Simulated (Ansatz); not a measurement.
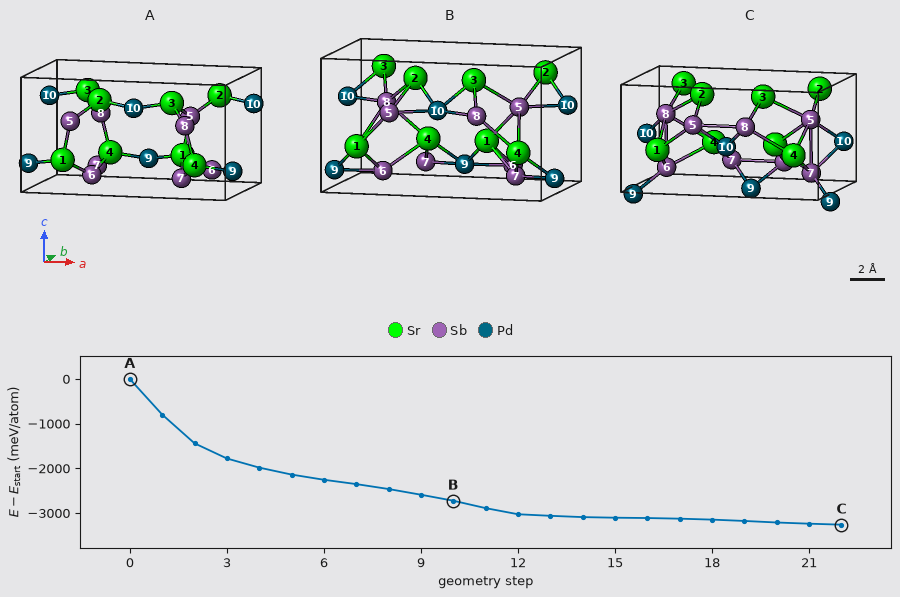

Frames of a relaxation of crystalline Sr$_{2}$Sb$_{2}$Pd (built on the Si2N2O-36 type type), marked on the history of the run. The picture is a ball-and-stick view of the conventional cell (2 times the calculation's cell), seen slightly off an axis. Lengths and directions refer to the drawn axes.

All numbers below come from Ansatz 0.2.0, DFT, PBEsol, plane waves, PAW. Set-up: plane-wave cutoff 420 eV; k-point mesh 4 × 4 × 4; occupations fermi dirac; smearing width 0.03 eV; no spin polarisation; cell and atoms relaxed; force threshold 0.01 eV/Å; at most 120 steps.

Question: Describe the path.

Answer: The run was cut off at its time limit before the relaxation converged, so the last structure is only a point on the way. The largest moves relative to the cell, 2.12 Å, are those of Sb5, Sb6, Sb7, Sb8, Pd9 and Pd10. Sb7 goes roughly along [1 1 0]. By element the largest moves are Sb 2.12 Å, Pd 2.11 Å, Sr 0.74 Å. Cell: a 12.622 → 12.177 Å (−3.5 %), b 7.815 → 8.283 Å (+6.0 %), c 6.898 → 6.453 Å (−6.5 %). Volume −4.3 %. Among the contacts that change: Sb5–Sb8 7.087 → 3.233 Å, Sb5–Pd9 6.369 → 2.771 Å, Sr1–Pd9 2.307 → 3.724 Å, Sr1–Sb8 4.585 → 3.311 Å. New bonds form, among them: Sb5–Pd10 (3.85 → 2.66 Å), Sb5–Pd9 (6.37 → 2.77 Å), Sb5–Sb8 (7.09 → 3.23 Å), Sb6–Pd10 (6.37 → 2.77 Å). Bonds break, among them: Sr1–Pd9 (2.31 → 3.72 Å), Sr2–Pd10 (2.31 → 3.72 Å), Sr3–Pd10 (2.31 → 3.72 Å), Sr4–Pd9 (2.31 → 3.72 Å). Bond angles that change, for instance: Sb6–Sr2–Sb8 107.7° → 58.2°, Sr2–Sb6–Sr4 116.9° → 77.1°, Sr1–Sb6–Sr2 118.8° → 79.1°. The space group stays Cmc2_1 (No. 36). Over 22 geometry steps the energy falls by 3257 meV per atom. The largest force component goes from 2.8 to 0.2 eV/Å. The pressure goes from 30.61 to −0.68 GPa. From step 0 to 10: Pd atoms move most (1.38 Å), volume +39.9 %, energy −2722 meV per atom. From step 10 to 22: Pd atoms move most (1.23 Å), volume −31.6 %, energy −536 meV per atom.
